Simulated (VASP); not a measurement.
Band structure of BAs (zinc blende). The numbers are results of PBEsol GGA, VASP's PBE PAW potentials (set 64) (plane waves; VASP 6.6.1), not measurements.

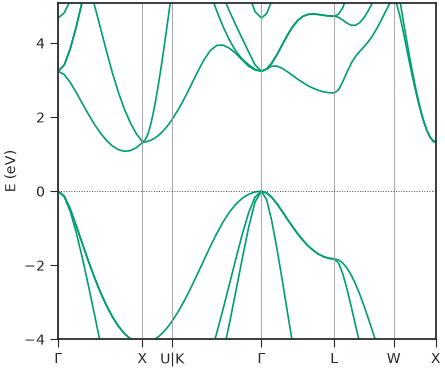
Figure: Bands along high-symmetry lines, zero at the valence-band maximum or, without a gap, the Fermi level

Read the plot: is there a gap, and where are the band edges?

The gap is indirect, 1.08 eV, from the valence maximum at Γ to the conduction minimum at Γ-X at 0.79. (Edges off the drawn lines would not show.)

Measured: gap 1.82 eV (computed value off by -0.74 eV), as given by Wikipedia, List of semiconductor materials.

The compound is BAs in the zinc blende structure. It was relaxed first.
